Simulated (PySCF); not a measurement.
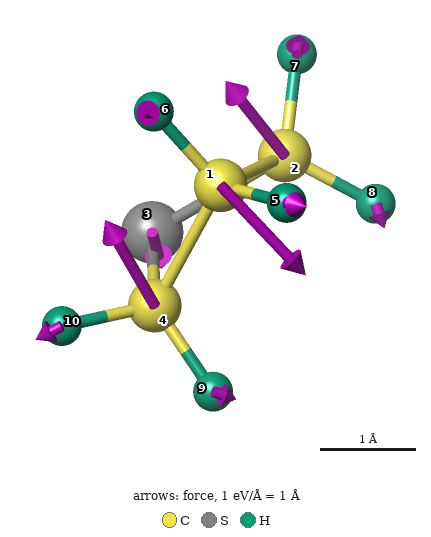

Starting geometry of C₃H₆S with the computed forces as purple arrows. Style: ball-and-stick. Shown from a free direction.

The start comes from MMFF94s.

Theory: PySCF 2.14.0, density-fitted response routines, PBE0-D3(BJ)/def2-SVP geometry optimisation, gas phase. 

What follows when this structure is relaxed?

It isn't relaxed: the largest force vector, on C1, is 1.35 eV/Å. The final displacements have little in common with the starting forces (cosine between the two patterns 0.28). After 4 geometry steps the energy has fallen by 10.9 kJ/mol. S3 moves most after the best rigid fit: 0.16 Å. By element the largest moves are S 0.16 Å, H 0.12 Å, C 0.07 Å. Among the contacts that change: C2–S3 1.824 → 1.840 Å, C1–C2 1.548 → 1.533 Å, C1–H5 1.095 → 1.102 Å. Bond angles that change, for instance: C2–C1–H6 113.6° → 110.1°, C2–C1–C4 92.5° → 95.8°, S3–C4–H9 113.5° → 110.8°. The run took roughly 11 core-seconds on a shared host.
